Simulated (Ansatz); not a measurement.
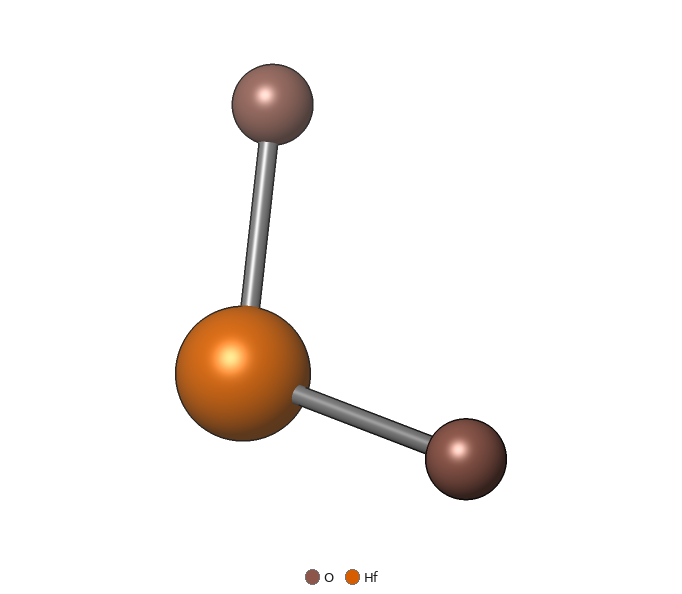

The species is neutral and a spin singlet. The computed structure is the end point of a PBE0-D4/def2-TZVP optimisation. No frequency run is at hand to confirm it as a minimum.

Describe the coordination sphere.

Answer. Hf binds 2 atoms: 2 O at 1.78 Å. The arrangement is bent.

Give the formal oxidation state and the d-electron count.

Answer. Hf(IV), d⁰, counting the ligands as closed-shell ions or neutral donors.
